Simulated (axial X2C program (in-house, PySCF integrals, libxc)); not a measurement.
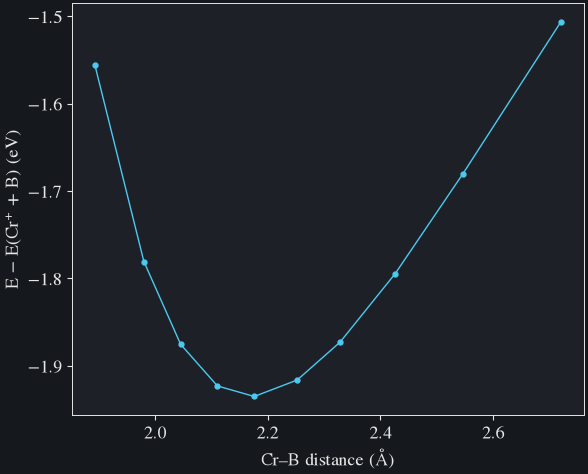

Fig. 1: Energy at 10 bond lengths, for one set of occupations held fixed; the line joins the points. A polynomial of degree 6 through 9 points gives rₑ = 2.170 Å, ωₑ = 435.6 cm⁻¹, ωₑxₑ = 4.7 cm⁻¹ and Bₑ = 0.3942 cm⁻¹. The minimum lies 1.94 eV below Cr⁺ + B, each computed as one determinant at the same level.

## Relativistic diatomic calculation, with input and output: CrB⁺

CrB⁺, single determinant with Ω = 3. Computed at this level: PBE0, two-component X2C with atomic mean-field Coulomb and Gaunt terms, Cr dyall-cv3z, B dyall-v3z (cores contracted) (axial X2C program (in-house, PySCF integrals, libxc)).

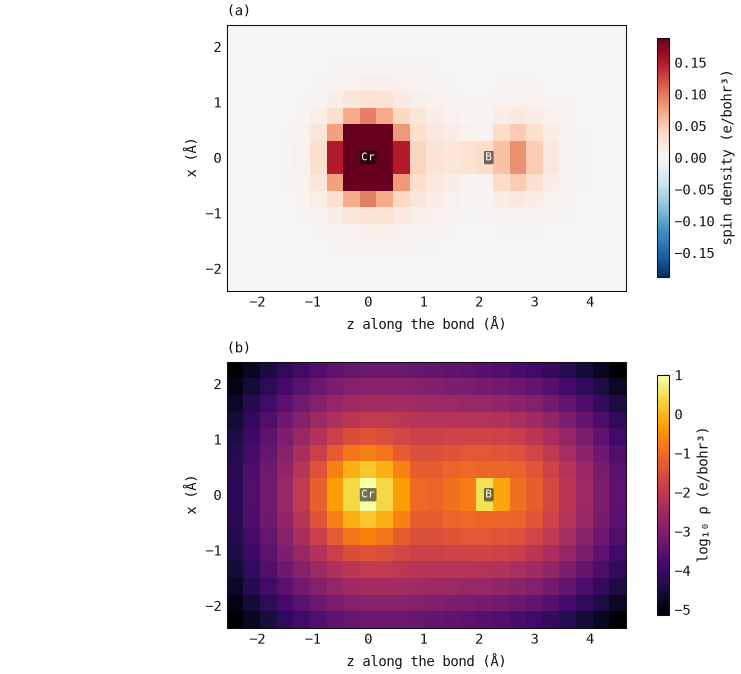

Fig. 2: (a) spin density; (b) electron density on a logarithmic scale, in a plane that holds the axis, at 2.18 Å, on points 0.3 Å apart (one half computed, the other mirrored); the structure near the nuclei is finer than these points.

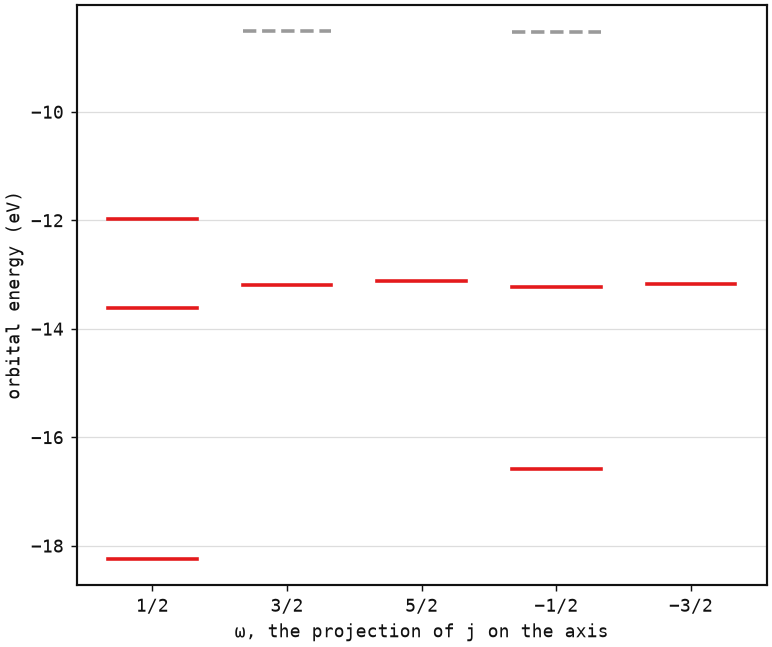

Fig. 3: Orbital energies near the frontier at 2.18 Å, filled (solid) and empty (dashed). The highest filled spinor (1/2; 43 % B p, 29 % Cr s) lies at −11.98 eV, the lowest empty one (−1/2; 73 % B p, 13 % Cr d) at −8.53 eV.

These pictures come from the run below.

**Input**
```
{"zs": [24, 5], "q": 1, "bas": ["dyall-cv3z", "dyall-v3z"], "levels": ["PBE0", "HF", "B97-3"], "cc": true, "r0": 2.07, "thr": -2.0, "nmax": 90, "npts": 10, "nst": 2, "ntry": 6}
```

The line is the task of a batch: nuclear charges, charge, bases, the levels to run, a first guess of the distance and further settings. This report covers PBE0 with spin-orbit coupling. The log is that of the reference distance 2.176 Å, started from orbitals converged before.

The run was one of a batch that the task file lists, launched with:
```bash
python <driver script> task.json out
```

**Output**
```
two-component X2C + atomic mean field  PBE0
basis functions 150  fitting functions 874  grid points 5083
iter        total energy     max residual
   1      -1074.782351383     1.26e-05
   2      -1074.782351377     3.99e-05
   3      -1074.782351388     6.64e-06
   4      -1074.782351389     4.56e-06
converged
one-electron -1529.16711493  Coulomb 478.13683170  exact exchange -12.90674419  xc functional -39.76597313  nuclear repulsion 29.18256678  atomic mean-field constant -0.26191761
```

**The points of the curve**

| R (Å) | E (hartree) | dipole (D; origin at the first atom, positive when the second is positive) | highest filled (eV) | lowest empty (eV) |
| --- | --- | --- | --- | --- |
| 1.893 | −1074.768398 | 0.91 | −12.06 | −8.83 |
| 1.980 | −1074.776676 | 1.11 | −12.06 | −8.61 |
| 2.045 | −1074.780157 | 1.28 | −12.04 | −8.58 |
| 2.111 | −1074.781909 | 1.46 | −12.01 | −8.55 |
| 2.176 | −1074.782351 | 1.65 | −11.98 | −8.53 |
| 2.252 | −1074.781660 | 1.87 | −11.92 | −8.50 |
| 2.328 | −1074.780067 | 2.10 | −11.86 | −8.46 |
| 2.426 | −1074.777182 | 2.39 | −11.77 | −8.42 |
| 2.546 | −1074.772998 | 2.73 | −11.66 | −8.36 |
| 2.720 | −1074.766600 | 3.19 | −11.50 | −8.26 |

**Results in brief**

- outcome: converged
- bond length rₑ: 2.170 Å
- ωₑ: 435.6 cm⁻¹
- energy at the minimum: −1074.78236 hartree
- depth below the fragments: 1.94 eV
- hardware: 1 thread of Arm Neoverse V2, 128 GiB of memory available, shared host
- wall time: 3.9 s
